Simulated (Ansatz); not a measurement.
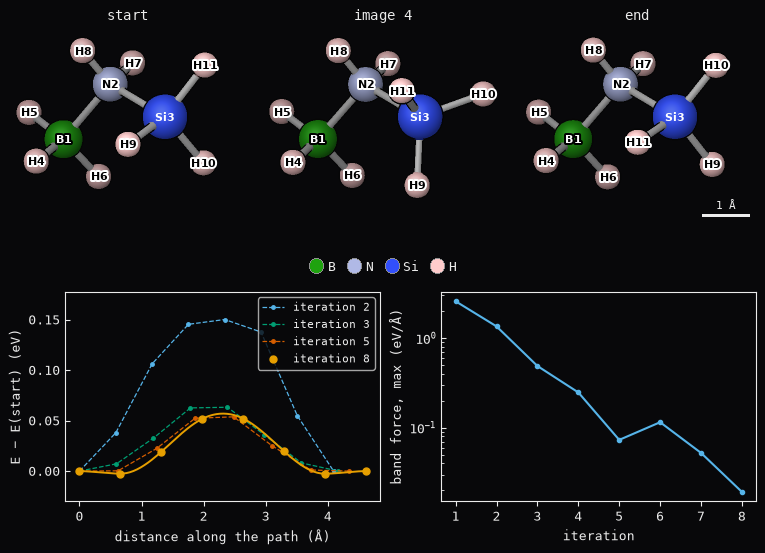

A search for the minimum-energy path of BSiNH8 by the nudged elastic band. Images are numbered from 0 (start) to 7 (end). The plot follows the band through its iterations. The picture is a ball-and-stick view, seen from a free direction.

Method: Ansatz 0.2.0, RKS B3LYP/def2-SVP. Set-up: 6 movable images; no climbing image; force threshold 0.05 eV/Å; iteration limit 60; starting path through a guess of the saddle point.

Did the band converge, and can the barrier be trusted?

The run is converged, with reservations. The band converged in 8 iterations. The largest component of the band force went from 2.6 to 0.019 eV/Å. No image climbed, so the highest image needn't lie on the saddle point, and the true maximum along this path can be higher. The first iteration put the highest image at 0.737 eV. Relative to the start the highest point is image 4 at +0.052 eV and the end lies at 0.000 eV, but the profile dips to −0.003 eV at image 6 on the way, so there is an intermediate minimum on the way.
